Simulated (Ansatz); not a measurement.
## Fields on a plane of MoS2 (3R-MoS2 type, space group R3m)

```
MoS2
1.0
    1.57655     0.91022     5.99710
   -1.57655     0.91022     5.99710
    0.00000    -1.82045     5.99710
Mo S
1 2
Cartesian
  0.00000   0.00000   0.00031
  0.00000   0.00000  13.55729
  0.00000   0.00000  10.43019
```

The slice is a (-1 1 0 4) plane (indices of the conventional cell) through the point (0.000, 0.000, 0.000) (fractional), spanned by u = [1 0 -1] and v = [1 -1 1] in vectors of this cell: u (3.15 Å) and v (7.02 Å, at 90° to u). It covers one period; positions are fractions (u, v).

Atoms on it: Mo at (0.00, 0.00); S at (0.50, 0.26). Other atoms lie within 1 Å of the plane.

Method: PBE-D3(BJ) (plane waves to 420 eV, PAW, scalar-relativistic; Ansatz, an electronic-structure program). k mesh 12×12×12. Near the nuclei the fields are pseudised (PAW); where an atom keeps semicore shells as valence, they peak there. MoS2 is run without spin polarisation. MoS2 was relaxed with its symmetry unable to fall. This is one of several known forms of MoS2; the measured ambient cells at hand have space group No. 194.

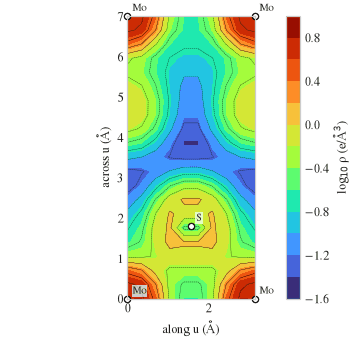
Log₁₀ of the valence density in e/Å³, one period of the plane, atoms marked. The scale is logarithmic, as a density can span decades between atoms and voids.

```
|xxx0440xx|
|xxx1661xx|
|001577510|
|125788752|
|xx478874x|
|xx168861x|
|xx179971x|
|xx489984x|
|568999986|
|999999999|
|999888899|
|997411479|
|983xxxx38|
|86xxxxxx6|
|75xxxxxx5|
|43xxxxxx3|
|000xxxx00|
|xxx0110xx|
|xxx0330xx|
|xxx0330xx|
```
Scale: ten equal steps from 2.00 (start of '0') to 10.78 (end of '9'), in the order '0123456789'. Values: electrostatic potential energy of an electron, from the cell's mean, in eV. The map has 9 points along u (one character each, u = 0 at the left) and 20 along v (v = 0 in the bottom row). Points within 1 Å of a nucleus are blanked (x), as the pseudised field means little there. Values under 2 eV are set to 2. The zero, the cell's mean, hangs on the PAW cores.

- Element round which the density of the lowest conduction band (whole band as if filled, smooth part) is largest on this plane: Mo
